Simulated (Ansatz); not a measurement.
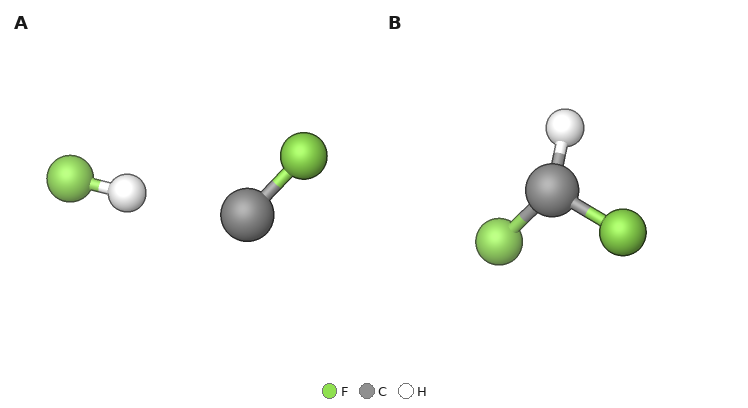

2 stationary structures of one formula. The species is neutral and a spin doublet. Geometries: PBE0-D4/def2-TZVP. Electronic energies: UHF-CCSD(T) (frozen core)/def2-TZVPP (Ansatz 0.2.0), without zero-point energy. No frequency run is at hand to confirm each as a minimum.

Which is lowest in energy, and by how much?

Answer. B is lowest (Cs); A lies 2.150 eV above it (Cs).

Give E(B) − E(A) in eV at these levels too: PBE-D4/def2-TZVPP; UHF-CCSD(T) (frozen core)/def2-TZVPP; PBE0-D4/def2-TZVP; B3LYP-D4/def2-TZVPP; r2SCAN-D4/def2-TZVPP; PBE0-D4/def2-TZVPP; ωB97M-V/def2-TZVPP.

```csv
level,E(B) − E(A) (eV)
PBE-D4/def2-TZVPP,−2.430
UHF-CCSD(T) (frozen core)/def2-TZVPP,−2.150
PBE0-D4/def2-TZVP,−2.513
B3LYP-D4/def2-TZVPP,−2.268
r2SCAN-D4/def2-TZVPP,−2.515
PBE0-D4/def2-TZVPP,−2.469
ωB97M-V/def2-TZVPP,−2.242
```
